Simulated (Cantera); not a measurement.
Input: 1 mol CH₃SiH₃, 0.13 mol C₂H₂, 200 mol H₂, held at 950 K.

Method: chemical equilibrium by Gibbs-energy minimisation in Cantera with the NASA 1993 tables (ideal gas, pure condensed phases). Candidate condensed phases: C, C₆H₆, C₇H₈, C₈H₁₈, Si, SiC; 87 gas species. The feed counts by its element totals alone. Equilibrium is a limit: real reactors are often held back by kinetics, nucleation or transport.

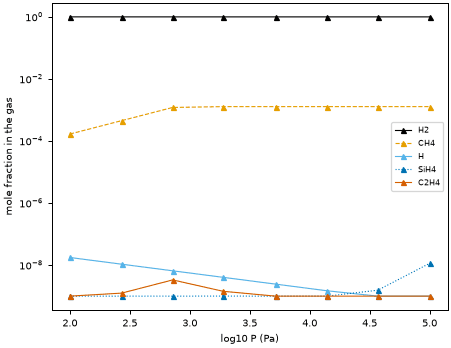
Figure: Equilibrium gas composition (values under 1e-9 drawn at 1e-9)

From 0.750 Torr to 5.40 Torr the condensed part is C(graphite) + SiC(s). From 14.3 Torr to 750 Torr the condensed part is SiC(s).
